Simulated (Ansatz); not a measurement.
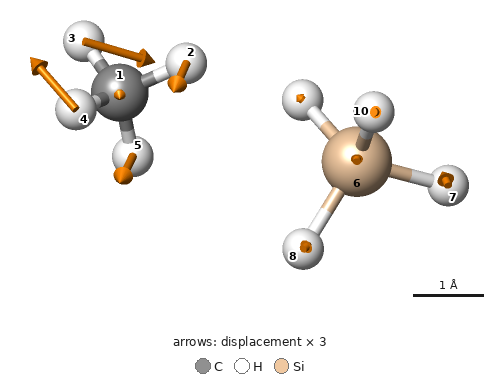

A relaxation of CH8Si. The starting structure is drawn; orange arrows show the displacements, 3 times their true length. The two geometries are superimposed by the best rigid fit.

The picture is a ball-and-stick view, seen at a tilt.

The calculation used RKS PBE0-D4/def2-TZVP (Ansatz).

The input:
```yaml
crystal:
  periodic: [false, false, false]
  atoms:
    - {symbol: C, position_ang: [0.068926, -0.102484, -1.921875]}
    - {symbol: H, position_ang: [0.955474, -0.205729, -1.269353]}
    - {symbol: H, position_ang: [-0.234994, -1.099860, -2.291375]}
    - {symbol: H, position_ang: [0.317965, 0.551227, -2.778462]}
    - {symbol: H, position_ang: [-0.763094, 0.346043, -1.348348]}
    - {symbol: Si, position_ang: [-0.068729, 0.102252, 1.921314]}
    - {symbol: H, position_ang: [-0.157852, 0.106532, 3.422811]}
    - {symbol: H, position_ang: [-0.867188, 1.250003, 1.369075]}
    - {symbol: H, position_ang: [-0.618542, -1.192193, 1.391195]}
    - {symbol: H, position_ang: [1.368033, 0.244208, 1.505017]}
basis:
  gaussian: {orbitals: def2-TZVP}
hamiltonian: {xc: pbe0, dispersion: d4}
relax: {f_tol: 0.005, max_steps: 200}
```

Question: Describe the change and its energy.

Answer: After 14 accepted moves (18 points after the start) the energy has fallen by 3.14 kJ/mol. Largest force component: 0.49 eV/Å at the start, 0.0019 eV/Å at the end. The line search rejected the trial steps at points 4, 6, 7, 10 of the run. The forces were under the threshold at step 2, but the run went on from there. The atom that moves furthest after the best rigid fit is H3 (0.40 Å). By element the largest moves are H 0.40 Å, Si 0.05 Å, C 0.05 Å. Some distances before and after: Si6–H7 1.504 → 1.485 Å, Si6–H10 1.503 → 1.485 Å, C1–H2 1.106 → 1.090 Å.

Limits of the set-up: the start holds two separate molecules, 2.8 Å apart at their closest, whose relative position is a soft coordinate.
